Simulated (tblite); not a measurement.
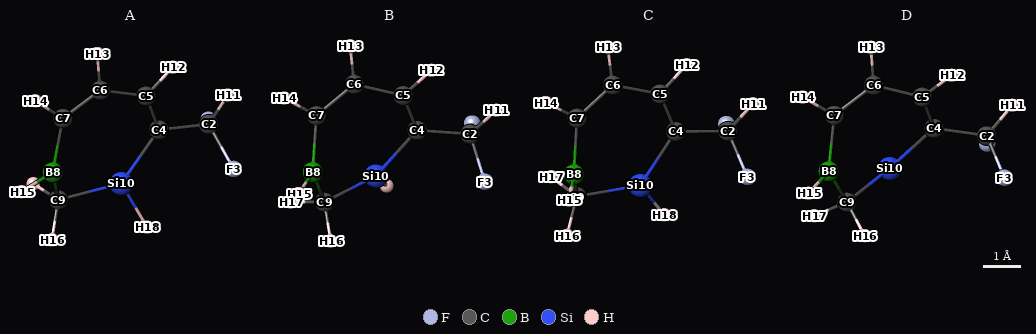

4 geometries from one relaxation of C6H8BF2Si (charge +1), in shuffled order. The picture is a ball-and-stick view, seen at a tilt.

Level of theory: tblite, GFN2-xTB geometry optimisation, gas phase. 

Question: Order the frames from highest to lowest energy.

Answer: A, C, B, D. They are steps 0, 76, 123, 198, at +0.946 eV, +0.043 eV, +0.018 eV relative to the last. The atom that moves furthest after the best rigid fit is an H atom (2.23 Å). By element the largest moves are H 2.23 Å, F 0.68 Å, Si 0.62 Å, C 0.37 Å, B 0.06 Å. Among the contacts that change: C–F 1.413 → 1.354 Å, C–C 1.297 → 1.350 Å, H–Si 1.496 → 1.456 Å, C–C 1.485 → 1.511 Å. Bond angles that change, for instance: C–Si–H 111.3° → 129.9°, C–Si–C 127.6° → 111.9°, B–C–Si 104.6° → 115.5°. Groups turn about C–Si by about 60°, C–C by about 25°. Over 198 geometry steps the energy falls by 0.946 eV.
